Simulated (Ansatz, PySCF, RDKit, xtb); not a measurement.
**Solving GaGeHSF+, step by step**

Only the formula GaGeHSF+ is given (charge +1). Aim: find the structure of lowest free energy at 600 K, then its properties.

Plan: many cheap relaxations first (GFN2-xTB), then density-functional screening, relaxation at r2SCAN-D4/def2-SVP, vibrations and a final energy. The numbers are computed, not measured.

7 further runs of the same task are left out: 7 set aside as unsound or not needed.

## 1. Possible bonding patterns

All bonding patterns within simple valence rules are listed by program: one Lewis structure each, at most two rings and one unusual centre or charged pair. O–O, O–halogen and N–halogen bonds and N–N–N chains are not drawn. That gives 31 candidates.

c058 [F]/[GeH]=[S+]/[Ga]; c084 [F][GaH][Ge]#[S+]; c093 F[S]#[Ge][GaH+]; c230 [F]/[GeH]=[S+]/[Ga] (triplet); c263 F[S@@]1=[GeH][Ga+]1; c404 F/[S+]=[GeH]/[Ga]; c407 F/[S+]=[GeH]\[Ga] (triplet); c412 [F][Ga]1[SH]=[Ge+]1; c458 F[S][Ga+][GeH] (triplet); c466 [F][Ge](=[SH+])[Ga]; c483 [F]/[GeH]=[S+]\[Ga] (triplet); c487 [F][Ge@@H]1[S][Ga+]1; c512 [F][GeH+][Ga+][S-]; c515 [F][Ge](=[SH+])[Ga] (triplet); c542 F[S@@]1=[Ge+][GaH]1; c611 [F][Ga@@H-]1[S+]=[Ge+]1; c613 [F][GaH][S]#[Ge+]; c620 [F][Ga]1[S+]=[GeH]1; c683 [F][Ga+][Ge]#[SH]; c691 F/[S+]=[GeH]/[Ga] (triplet); c717 F/[S+]=[GeH]\[Ga]; c765 F[S][Ga+][GeH]; c779 [F][Ge]1=[SH][Ga+]1; c784 [F][Ga+][S]#[GeH]; c791 [F][Ge][Ga+][SH]; c825 [F][Ge]1=[S+][GaH]1; c837 [F][Ge][Ga+][SH] (triplet); c911 [F][Ge]#[S][GaH+]; c927 [F][Ge](=[S])[GaH+]; c969 [F]/[GeH]=[S+]\[Ga]; c993 [F][Ga+][GeH]=[S].

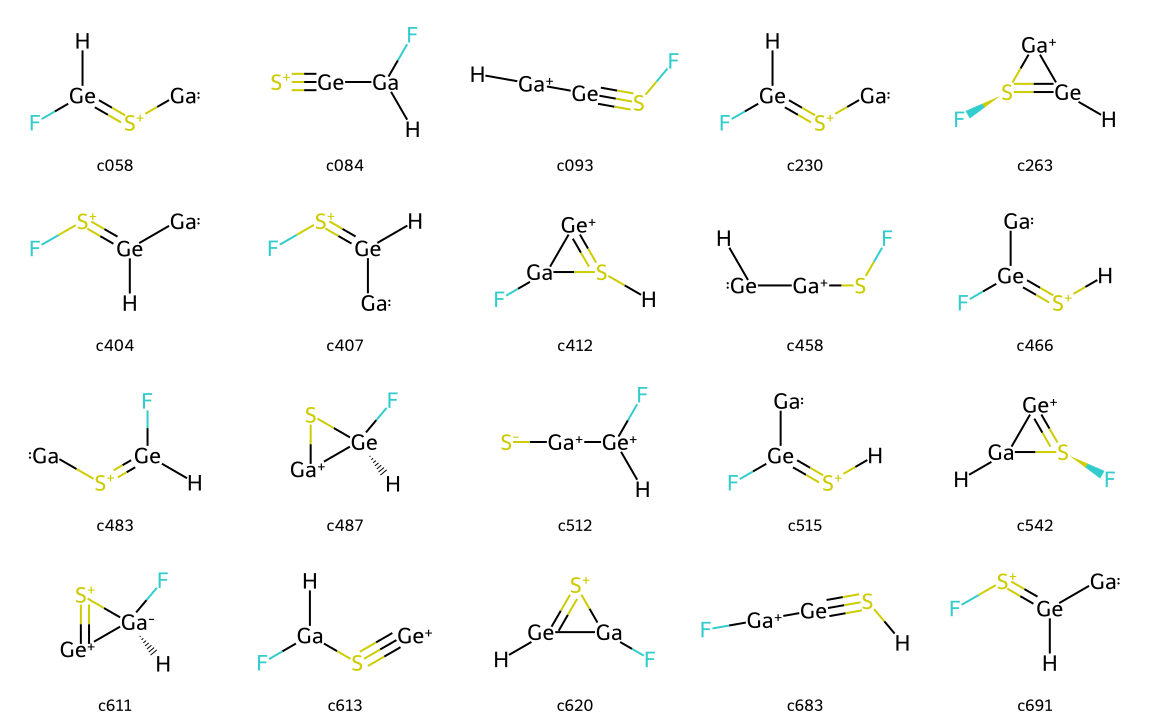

Structural formulas of the candidates (the first 20).

Candidates are built by distance geometry, with a force field where one applies, in up to four conformers (letters a to d). 6 starts with atoms placed at random are added, to find patterns that the rules miss.

## 2. Cheap relaxation of all starts

All 57 starts are relaxed the same way. One of them, c039 (atoms placed at random), in full:

Input file start.xyz:

```xyz
5
c039
F     -0.571000     1.134330    -1.552810
Ga    -0.816260    -0.849310    -0.721700
Ge     0.224390    -0.695800     1.487170
S      1.256410    -0.167030    -0.669580
H      0.634190    -0.085650     0.302770
```

On the command line:

```
xtb start.xyz --gfn 2 --opt --chrg 1
```

The program printed, cut to the lines that bear on the results:

```text
* xtb version 6.7.1
[...]
          :  # basis functions                  35          :
[...]
          :  # electrons                        20          :
[...]
          :  Hamiltonian                  GFN2-xTB          :
[...]
          :  net charge                          1          :
          :  unpaired electrons                  0          :
[...]
   *** convergence criteria satisfied after 20 iterations ***
[...]
   *** GEOMETRY OPTIMIZATION CONVERGED AFTER 36 ITERATIONS ***
[...]
   *** convergence criteria satisfied after 3 iterations ***
[...]
         ::                     SUMMARY                     ::
         :::::::::::::::::::::::::::::::::::::::::::::::::::::
         :: total energy             -11.376321610927 Eh    ::
         :: gradient norm              0.000420063913 Eh/a0 ::
         :: HOMO-LUMO gap              3.052989681886 eV    ::
         ::.................................................::
         :: SCC energy               -11.390889481899 Eh    ::
         :: -> isotropic ES            0.080177222767 Eh    ::
         :: -> anisotropic ES         -0.002142700686 Eh    ::
         :: -> anisotropic XC          0.000484240599 Eh    ::
         :: -> dispersion             -0.003568204338 Eh    ::
         :: repulsion energy           0.014567870972 Eh    ::
         :: add. restraining           0.000000000000 Eh    ::
         :: total charge               1.000000000000 e     ::
         :::::::::::::::::::::::::::::::::::::::::::::::::::::
[...]
        10        2.0000           -0.5592441             -15.2178 (HOMO)
        11                         -0.4470488             -12.1648 (LUMO)
[...]
          | TOTAL ENERGY              -11.376321610927 Eh   |
          | GRADIENT NORM               0.000420063913 Eh/α |
          | HOMO-LUMO GAP               3.052989681886 eV   |
           -------------------------------------------------
[...]
```

Wall time 0.26 s (1 thread of Intel Xeon Platinum 8259CL at 2.50GHz (Skylake/Cascade Lake), shared host).

## 3. Distinct minima at GFN2-xTB

56 of the 57 relaxations converged; 19 ended on a minimum already found. 37 distinct structures remain, the lowest 22 here:

```
label             start         SMILES after     spin  energy (kcal/mol)           note
 c573  random and drawn    [SH][Ge][F][Ga] ‡  singlet                0.0               
 c039  random and drawn    [SH][Ge][F][Ga] ‡  singlet                1.9               
c779a             drawn    [F][Ge][SH][Ga] ‡  singlet               16.2  bonds changed
 c509            random  [FH].[Ga].[S][Ge] ‡  singlet               34.9     fell apart
c683a             drawn    [F][Ga][Ge][SH] ‡  singlet               35.7               
c412b             drawn    [F][Ga][Ge][SH] ‡  singlet               36.0  bonds changed
c969a             drawn    [S][GeH][F][Ga] ‡  singlet               37.1  bonds changed
c412a             drawn   [F][Ga].[SH][Ge] ‡  singlet               38.6  loosely bound
c611a             drawn    [F][GaH][S]#[Ge+]  singlet               55.4  bonds changed
c058a             drawn  [F]/[GeH]=[S+]/[Ga]  singlet               55.4               
c613a             drawn    [F][GaH][S]#[Ge+]  singlet               55.6               
c791a             drawn     [F][Ge][Ga+][SH]  singlet               56.7               
c791b             drawn     [F][Ge][Ga+][SH]  singlet               56.7               
c911a             drawn    [F][Ge][S][GaH] ‡  singlet               62.8               
 c026            random    [Ga][F][S][GeH] ‡  singlet               66.0               
c407b             drawn    [S][GeH][F][Ga] ‡  triplet               68.4  bonds changed
c784a             drawn    [F][Ga+][S]#[GeH]  singlet               69.7               
c993c             drawn   [F][Ga].[S][GeH] ‡  singlet               70.0  loosely bound
c993b             drawn   [F][Ga].[S][GeH] ‡  singlet               70.1  loosely bound
c927a             drawn    [F][GaH][Ge]#[S+]  singlet               78.1  bonds changed
c084a             drawn    [F][GaH][Ge]#[S+]  singlet               78.1               
c515a             drawn    [SH][Ge][F][Ga] ‡  triplet               78.6  bonds changed
```

‡ marks the bonded skeleton alone, with all bonds drawn single: no Lewis structure was assigned that passes a check against the bond lengths.

GFN2-xTB has no spin polarisation, so it can't rank spin states and is rough for open shells.

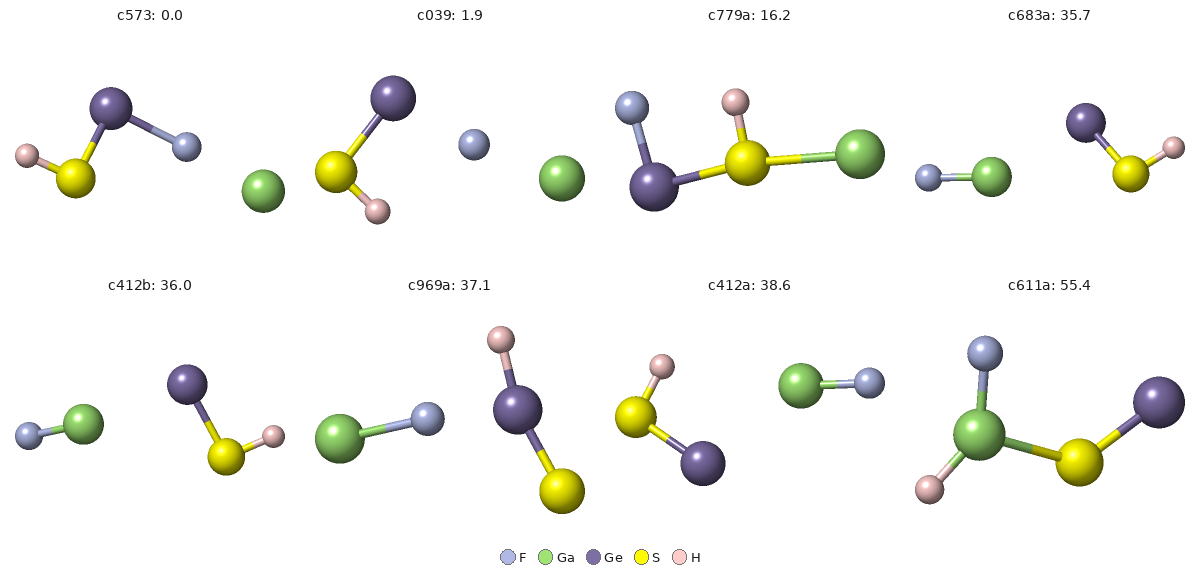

The 8 lowest minima that did not fall apart, with their GFN2-xTB energies in kcal/mol.

## 4. Single points on the low minima

A choice of the minima (the low ones first, few conformers of a pattern, up to a cap) and the lowest that fell apart get a single point at r2SCAN-D4/def2-SVP on the tight-binding geometry, and one at HF/STO-3G for comparison. The lowest singlets are also tried as triplets at the same geometry (label ending in t). The first, c573:

Input file input.yaml:

```yaml
crystal:
  periodic: [false, false, false]
  atoms:
    - {symbol: F, position_ang: [0.872165, 1.294818, 0.300872]}
    - {symbol: Ga, position_ang: [2.835282, 2.123526, -0.229263]}
    - {symbol: Ge, position_ang: [-0.978007, 0.383965, 0.762046]}
    - {symbol: S, position_ang: [-0.353682, -1.512558, -0.131012]}
    - {symbol: H, position_ang: [-1.507079, -2.134540, 0.141897]}
basis:
  gaussian: {orbitals: def2-SVP}
total_charge: 1
hamiltonian: {xc: r2scan, dispersion: d4}
scf: {lower_state_search: off}
output: {orbitals: {seedname: orbitals}}
```

On the command line:

```
ansatz run input.yaml --threads 1 --pin off --max-ram 2610MiB --events-out events.jsonl --progress --plain --runs-dir runs
```

The program printed, cut to the lines that bear on the results:

```text
Warning: RAYON_NUM_THREADS=1 ignored (pool sized by the plan → 1); use --threads N
Functional definition: r2SCAN
  name "r2SCAN"
[...]
1117 factors; their error is unknown
[...]
mean field -122438.47235479 eV, -4499.5308672612 hartree, gradient 2.3e-6 eV, S^2 0.000000; 0 other end points of the search recorded, 0 dependent functions left out
reference -122438.47236688 eV, -4499.5308677054 hartree; 44, 44 occupied and 57, 57 virtual orbitals, 1117 factors
Total energy: -122438.50451732 eV, -4499.5320492123 hartree
Checks for a lower state left out: stability, starts, cluster_reference, orbital_swaps, neighbouring_geometries, increment
```

Wall time 2.9 s (1 thread of Intel Xeon Platinum 8259CL at 2.50GHz (Skylake/Cascade Lake), shared host).

Relative energies in kcal/mol, each column from its lowest structure that stays in one piece:

```
 label               SMILES     spin  GFN2-xTB  HF/STO-3G  r2SCAN-D4/def2-SVP
  c573    [SH][Ge][F][Ga] ‡  singlet       0.0       20.6                 0.0
  c039    [SH][Ge][F][Ga] ‡  singlet       1.9       29.0                 3.9
 c779a    [F][Ge][SH][Ga] ‡  singlet      16.2       11.7                 4.8
  c509  [FH].[Ga].[S][Ge] ‡  singlet      34.9       37.7                14.6
 c683a    [F][Ga][Ge][SH] ‡  singlet      35.7        0.0                22.2
 c573t    [SH][Ge][F][Ga] ‡  triplet         –          –                69.1
 c039t    [SH][Ge][F][Ga] ‡  triplet         –          –                74.4
c779at    [F][Ge][SH][Ga] ‡  triplet         –          –                77.1
```

‡ marks the bonded skeleton alone, with all bonds drawn single: no Lewis structure was assigned that passes a check against the bond lengths.

## 5. A second chance for lost patterns

Some ordinary bonding patterns rearranged or fell apart under GFN2-xTB. Their starts are relaxed at r2SCAN-D4/def2-SVP instead (label ending in r). The first, c620ar:

Input file input.yaml:

```yaml
crystal:
  periodic: [false, false, false]
  atoms:
    - {symbol: F, position_ang: [-3.108702, -4.226015, 0.776787]}
    - {symbol: Ga, position_ang: [-1.752225, -3.849954, 1.200707]}
    - {symbol: Ge, position_ang: [0.298893, -2.252001, 0.910044]}
    - {symbol: S, position_ang: [0.415759, -3.854774, 2.399701]}
    - {symbol: H, position_ang: [0.365068, -1.129711, -0.054675]}
basis:
  gaussian: {orbitals: def2-SVP}
hamiltonian: {xc: r2scan, dispersion: d4}
scf: {lower_state_search: off}
relax: {f_tol: 0.01}
output: {orbitals: {seedname: orbitals}}
total_charge: 1
```

On the command line:

```
ansatz run input.yaml --threads 1 --pin off --max-ram 2610MiB --events-out events.jsonl --progress --plain --runs-dir runs
```

The program printed, cut to the lines that bear on the results:

```text
Warning: RAYON_NUM_THREADS=1 ignored (pool sized by the plan → 1); use --threads N
[...]
Functional definition: r2SCAN
  name "r2SCAN"
[...]
1117 factors; their error is unknown
[...]
mean field -122433.65136375 eV, -4499.3536991084 hartree, gradient 4.8e-6 eV, S^2 0.000000; 0 other end points of the search recorded, 0 dependent functions left out
[...]
reference -122433.65137496 eV, -4499.3536995203 hartree; 44, 44 occupied and 57, 57 virtual orbitals, 1117 factors
[...]
Atom 1 at    -1.675440    -3.902736     1.285409 Å, force    -0.000194     0.000022     0.000091 eV/Å
Atom 2 at    -0.217683    -2.078722     0.468995 Å, force    -0.000421    -0.000223    -0.000208 eV/Å
Atom 3 at     0.295489    -3.598706     2.106572 Å, force    -0.000088    -0.000644     0.000446 eV/Å
Atom 4 at     1.042274    -1.185128     0.371157 Å, force     0.000111     0.000476    -0.000254 eV/Å
Dipole moment:     0.428467     0.411128    -0.128748 e Å
Checks for a lower state left out: stability, starts, cluster_reference, orbital_swaps, neighbouring_geometries, increment
```

Run time: 59 s. Hardware: 1 thread of Intel Xeon Platinum 8259CL at 2.50GHz (Skylake/Cascade Lake), shared host.

Energies at r2SCAN-D4/def2-SVP after that relaxation, from the lowest structure of the screen (which was not relaxed at this level):

```
 label               SMILES     spin  energy (kcal/mol)
c620ar  [F][Ga]1[S][GeH]1 ‡  singlet               35.8
c487ar   [F][GeH][S].[Ga] ‡  singlet               13.7
c993ar    [F][Ga+][GeH]=[S]  singlet               43.2
```

‡ marks the bonded skeleton alone, with all bonds drawn single: no Lewis structure was assigned that passes a check against the bond lengths.

## 6. Relaxing the best candidates

4 candidates are relaxed at r2SCAN-D4/def2-SVP (chosen among the lowest in one piece). The first, c573:

Input file input.yaml:

```yaml
crystal:
  periodic: [false, false, false]
  atoms:
    - symbol: F
      position_ang: [0.872165, 1.294818, 0.300872]
    - symbol: Ga
      position_ang: [2.835282, 2.123526, -0.229263]
    - symbol: Ge
      position_ang: [-0.978007, 0.383965, 0.762046]
    - symbol: S
      position_ang: [-0.353682, -1.512558, -0.131012]
    - symbol: H
      position_ang: [-1.507079, -2.134540, 0.141897]
basis:
  gaussian: {orbitals: def2-SVP}
hamiltonian: {xc: {name: r2SCAN}, dispersion: d4}
total_charge: 1
scf: {lower_state_search: "off"}
relax: {f_tol: 0.003}
```

On the command line:

```
ansatz run input.yaml --threads 1 --pin off --max-ram 2610MiB --events-out events.jsonl --progress --plain --runs-dir runs
```

The program printed, cut to the lines that bear on the results:

```text
Warning: RAYON_NUM_THREADS=1 ignored (pool sized by the plan → 1); use --threads N
[...]
Functional definition: r2SCAN
  name "r2SCAN"
[...]
1117 factors; their error is unknown
[...]
mean field -122438.47235479 eV, -4499.5308672612 hartree, gradient 2.3e-6 eV, S^2 0.000000; 0 other end points of the search recorded, 0 dependent functions left out
[...]
reference -122438.47236688 eV, -4499.5308677054 hartree; 44, 44 occupied and 57, 57 virtual orbitals, 1117 factors
[...]
Atom 1 at     2.637902     1.992414    -0.193229 Å, force     0.000400     0.000317    -0.000046 eV/Å
Atom 2 at    -0.884779     0.457794     0.748157 Å, force     0.000352    -0.000006    -0.000167 eV/Å
Atom 3 at    -0.272722    -1.460262    -0.144616 Å, force    -0.000091     0.000151     0.000036 eV/Å
Atom 4 at    -1.456734    -2.056909     0.144642 Å, force    -0.000102    -0.000090     0.000062 eV/Å
Dipole moment:     0.217833     0.299405     0.010006 e Å
Checks for a lower state left out: stability, starts, cluster_reference, orbital_swaps, neighbouring_geometries, increment
```

Run time: 29 s. Hardware: 1 thread of Intel Xeon Platinum 8259CL at 2.50GHz (Skylake/Cascade Lake), shared host.

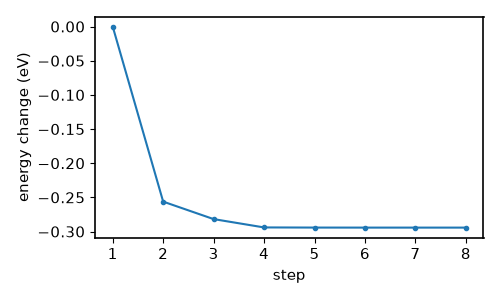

Energy along the run, all evaluated steps.

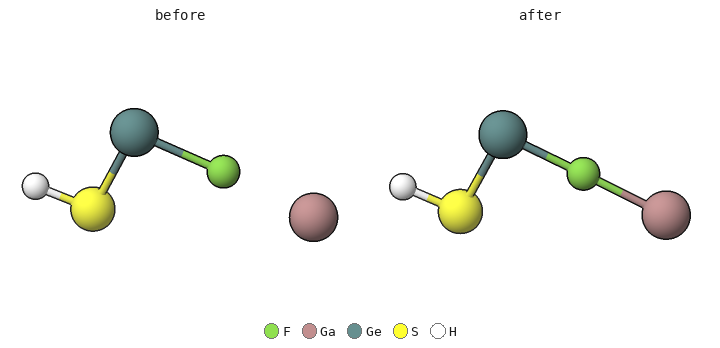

Before and after, at one scale.

After the run. Bond lengths: F1–Ga2 2.010 Å, F1–Ge3 1.946 Å, Ge3–S4 2.202 Å, S4–H5 1.357 Å. Angles: Ga2–F1–Ge3 179.4°, F1–Ge3–S4 90.0°, Ge3–S4–H5 93.1°.

## 7. Ranking at r2SCAN-D4/def2-SVP

```
 label     spin  r2SCAN-D4/def2-SVP (kcal/mol)  r2SCAN-D4/def2-SVP, relaxed (kcal/mol)  time
  c573  singlet                            0.0                                     0.0  29 s
  c039  singlet                            3.9                                     2.9  35 s
 c779a  singlet                            4.8                                    10.2  63 s
c487ar  singlet                           13.7                                    20.4  22 s
```

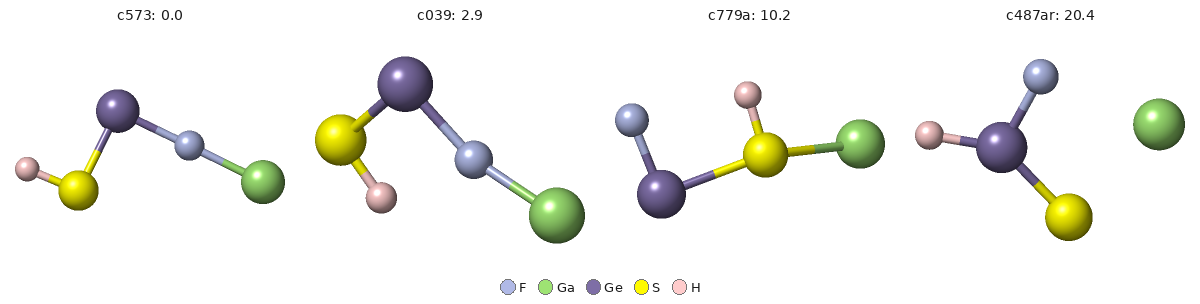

The relaxed structures, with energies at r2SCAN-D4/def2-SVP in kcal/mol.

## 8. Harmonic analysis of the finalists

The lowest few in one piece go on as finalists (c487ar drops out). Harmonic vibrations at r2SCAN-D4/def2-SVP test each finalist and give the zero-point energy and the thermal terms. The first, c573:

Input file input.yaml:

```yaml
crystal:
  periodic: [false, false, false]
  atoms:
    - {symbol: F, position_ang: [0.845013, 1.222174, 0.289587]}
    - {symbol: Ga, position_ang: [2.637902, 1.992414, -0.193229]}
    - {symbol: Ge, position_ang: [-0.884779, 0.457794, 0.748157]}
    - {symbol: S, position_ang: [-0.272722, -1.460262, -0.144616]}
    - {symbol: H, position_ang: [-1.456734, -2.056909, 0.144642]}
basis:
  gaussian:
    orbitals: def2-SVP
total_charge: 1
hamiltonian:
  xc: r2scan
  dispersion: d4
scf:
  lower_state_search: "off"
phonons: {}
```

On the command line:

```
ansatz run input.yaml --threads 1 --pin off --max-ram 2610MiB --events-out events.jsonl --progress --plain --runs-dir runs
```

The program printed, cut to the lines that bear on the results:

```text
Warning: RAYON_NUM_THREADS=1 ignored (pool sized by the plan → 1); use --threads N
Functional definition: r2SCAN
  name "r2SCAN"
[...]
1117 factors; their error is unknown
[...]
mean field -122438.76574591 eV, -4499.5416491859 hartree, gradient 5.0e-6 eV, S^2 0.000000; 0 other end points of the search recorded, 0 dependent functions left out
[...]
reference -122438.76575760 eV, -4499.5416496154 hartree; 44, 44 occupied and 57, 57 virtual orbitals, 1117 factors
[...]
Atom 3 at    -0.272722    -1.460262    -0.144616 Å, force    -0.000137    -0.000021    -0.000002 eV/Å
Atom 4 at    -1.456734    -2.056909     0.144642 Å, force    -0.000098    -0.000105     0.000055 eV/Å
Dipole moment:     0.217834     0.299406     0.010005 e Å
Vibrations: 36.69 75.55 170.81 212.95 371.18 413.18 460.84 675.83 2668.51 cm⁻¹, zero-point energy 0.315263 eV
Checks for a lower state left out: stability, starts, cluster_reference, orbital_swaps, neighbouring_geometries, increment
```

Run time: 95 s. Hardware: 1 thread of Intel Xeon Platinum 8259CL at 2.50GHz (Skylake/Cascade Lake), shared host.

## 9. Zero-point energy and free-energy terms

At 600 K and 1 atm, ideal gas, rigid rotor and harmonic oscillator:

```
label             SMILES     spin  point group  lowest mode (cm⁻¹)  zero-point (kcal/mol)  G − E (kcal/mol)
 c573  [SH][Ge][F][Ga] ‡  singlet           Cs                  37                    7.3             -43.4
 c039  [SH][Ge][F][Ga] ‡  singlet           Cs                  56                    7.1             -43.3
c779a  [F][Ge][SH][Ga] ‡  singlet           C1                  25                    7.3             -45.2
```

Chiral structures get −RT ln 2 for their mirror image.

‡ marks the bonded skeleton alone, with all bonds drawn single: no Lewis structure was assigned that passes a check against the bond lengths.

## 10. Energies at the top level

Each finalist gets a single point at CCSD(T)/def2-SVP + MP2/def2-TZVPP - MP2/def2-SVP.

c573, CCSD(T)/def2-SVP:

Edit input.yaml of step 8 so:

```diff
@@ -9,10 +9,4 @@
 basis:
-  gaussian:
-    orbitals: def2-SVP
+  gaussian: {orbitals: def2-SVP}
 total_charge: 1
-hamiltonian:
-  xc: r2scan
-  dispersion: d4
-scf:
-  lower_state_search: "off"
-phonons: {}
+correlation: {method: ccsd_t, frozen_orbitals: {H: 0, S: 5, F: 1, Ga: 9, Ge: 9}}
```

On the command line:

```
ansatz run input.yaml --threads 1 --pin off --max-ram 2610MiB --events-out events.jsonl --progress --plain --runs-dir runs
```

The program printed, cut to the lines that bear on the results:

```text
Warning: RAYON_NUM_THREADS=1 ignored (pool sized by the plan → 1); use --threads N
Functional definition: HF
  name "HF"
[...]
975 factors; integrals over basis functions are off by at most 1.2e-3 eV
[...]
mean field -122323.97405744 eV, -4495.3231324434 hartree, gradient 5.8e-6 eV, S^2 0.000000; 0 other end points of the search recorded, 0 dependent functions left out
24 core orbitals not correlated: weight in the atoms' cores, before any rotation towards them, 1.000 or more for the frozen orbitals, at most 0.000 for the correlated occupied ones
reference -122323.97405744 eV, -4495.3231324434 hartree; 20, 20 occupied and 57, 57 virtual orbitals, 975 factors
second order -19.00016785 eV of doubles, -0.00000000 eV of singles
cycle   1  -18.61919541 eV  change    3.8e-1 eV  update   1.3e-1
[...]
cycle  10  -19.41806882 eV  change    1.2e-5 eV  update   2.3e-5
perturbative correction -0.58643750 eV, -0.0215511805 hartree
Total energy: -122343.97856376 eV, -4496.0582844911 hartree
```

It took 14 s on 1 thread of Intel Xeon Platinum 8259CL at 2.50GHz (Skylake/Cascade Lake), shared host.

## 11. c573 at MP2/def2-TZVPP

Edit input.yaml of step 10 so:

```diff
@@ -9,4 +9,7 @@
 basis:
-  gaussian: {orbitals: def2-SVP}
+  gaussian:
+    orbitals: def2-TZVPP
 total_charge: 1
-correlation: {method: ccsd_t, frozen_orbitals: {H: 0, S: 5, F: 1, Ga: 9, Ge: 9}}
+correlation:
+  method: mp2
+  frozen_orbitals: {H: 0, S: 5, F: 1, Ga: 9, Ge: 9}
```

On the command line:

```
ansatz run input.yaml --threads 1 --pin off --max-ram 2610MiB --events-out events.jsonl --progress --plain --runs-dir runs
```

The program printed, cut to the lines that bear on the results:

```text
Warning: RAYON_NUM_THREADS=1 ignored (pool sized by the plan → 1); use --threads N
Functional definition: HF
  name "HF"
[...]
1167 factors; integrals over basis functions are off by at most 8.3e-4 eV
[...]
mean field -122345.12098745 eV, -4496.1002677874 hartree, gradient 1.2e-6 eV, S^2 0.000000; 0 other end points of the search recorded, 0 dependent functions left out
24 core orbitals not correlated: weight in the atoms' cores, before any rotation towards them, 1.000 or more for the frozen orbitals, at most 0.000 for the correlated occupied ones
reference -122345.12098745 eV, -4496.1002677874 hartree; 20, 20 occupied and 139, 139 virtual orbitals, 1167 factors
second order -22.59705721 eV of doubles, -0.00000000 eV of singles
Total energy: -122367.71804467 eV, -4496.9306943231 hartree
```

Wall time 9.3 s (1 thread of Intel Xeon Platinum 8259CL at 2.50GHz (Skylake/Cascade Lake), shared host).

(Part 1 of 2 ends here.)
